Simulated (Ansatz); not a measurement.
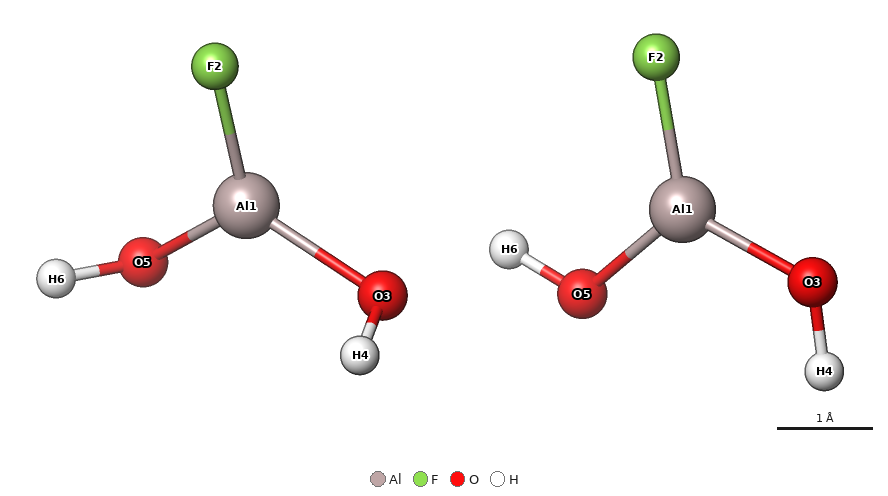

Two geometries of AlH₂O₂F, drawn at one scale. One is the start of a relaxation, the other its converged end. A ball-and-stick model, seen at a tilt.

The calculation used RKS PBE/6-31G* in Ansatz. Settings: no spin polarisation; force threshold 0.02 eV/Å; at most 40 steps.

Q: Which geometry has the lower energy?

A: The right one is the relaxed one. The run prepares the start of a later molecular dynamics calculation, from a guessed geometry. After 7 geometry steps the energy has fallen by 0.428 eV. The largest force component goes from 1.3 to 0.018 eV/Å. The atom that moves furthest after the best rigid fit is H4 (0.62 Å). Largest moves by element: H 0.62 Å, O 0.56 Å, F 0.25 Å, Al 0.22 Å. Near-neighbour distances that change, for instance: Al1–O3 1.780 → 1.715 Å, O3–H4 1.010 → 0.974 Å, Al1–F2 1.690 → 1.663 Å. Bond angles that change, for instance: Al1–O5–H6 109.5° → 117.5°, Al1–O3–H4 109.5° → 115.8°. Groups turn about Al1–O3 by about 90°, Al1–O5 by about 60°.
